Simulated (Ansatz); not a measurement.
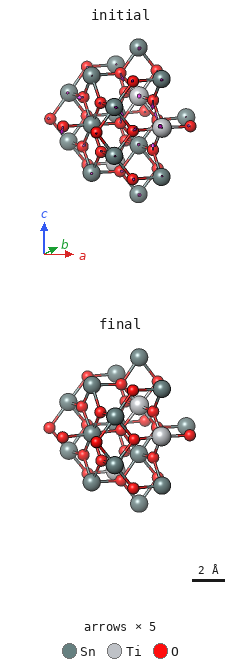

The structure of crystalline Sn19Ti5O48 (a generated structure, set up in P1) before (top) and after (bottom) a relaxation, at one scale. The purple arrows give the displacements (the part carried along by the change of the cell is left out), magnified 5 times.

A ball-and-stick model of the atoms within 5.0 Å of the atom that moves most (axes of the cell of the calculation (origin shifted)), seen slightly off an axis.

Computed with Ansatz 0.2.0, DFT, PBEsol, PAW, plane waves. (plane-wave cutoff 420 eV; k-point mesh 1 × 1 × 1; mesh shifted by (0.5, 0.5, 0.5); no spin polarisation; cell relaxed at fixed alpha, beta, gamma; force threshold 0.03 eV/Å; at most 80 steps)

Q: What changed between the two?

A: An O atom moves most relative to the cell: 0.16 Å along [0 1 3]. Largest moves by element: O 0.16 Å, Ti 0.11 Å, Sn 0.09 Å. The drawn cell changes at constant volume: a = b 9.471 → 9.485 Å (+0.1 %), c 9.481 → 9.456 Å (−0.3 %). Near-neighbour distances that change, for instance: O–Ti 2.064 → 1.893 Å, O–Ti 2.086 → 1.939 Å, O–Ti 2.108 → 1.982 Å, O–Ti 2.052 → 1.945 Å. Bond angles that change, for instance: Sn–O–Ti 128.8° → 136.0°, Sn–O–Ti 127.1° → 133.7°, Sn–O–Sn 131.4° → 124.9°. The space group stays P1 (No. 1). After 8 geometry steps the energy has fallen by 40.3 meV per atom. The largest force component goes from 2.1 to 0.004 eV/Å. The pressure goes from 0.91 to 0.02 GPa.
